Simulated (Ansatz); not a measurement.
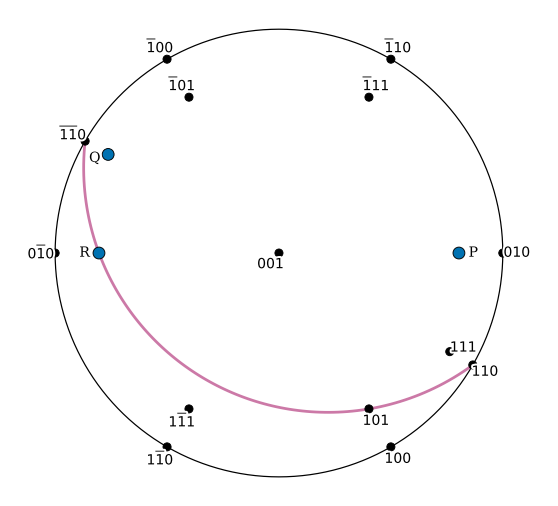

Stereographic projection of plane normals (upper hemisphere) centred on (0 0 1). Crystal: WS₂, the input geometry of an electronic-structure calculation (not necessarily at equilibrium). Geometry calculated from the standardised cell; symmetry tolerance 0.002 Å.

a = 3.170 Å, b = 3.170 Å, c = 12.491 Å, α = 90.00°, β = 90.00°, γ = 120.00°.

Q: Index the poles marked P, Q, R.

A: P is (0 1 1), in four indices (0 1 −1 1), 77.6° from the centre; Q is (−1 −1 1), in four indices (−1 −1 2 1), 82.8° from the centre; R is (0 −1 1), in four indices (0 −1 1 1), 77.6° from the centre.

Q: Which zone does the coloured great circle trace?

A: The zone [1 −1 −1]: its poles satisfy h − k − l = 0.

Q: What is the angle between the normals of (1 −1 1) and (−1 0 0), and what are their d_hkl = 1/|g|?

A: 119.2°; d = 2.681 Å and 2.745 Å.
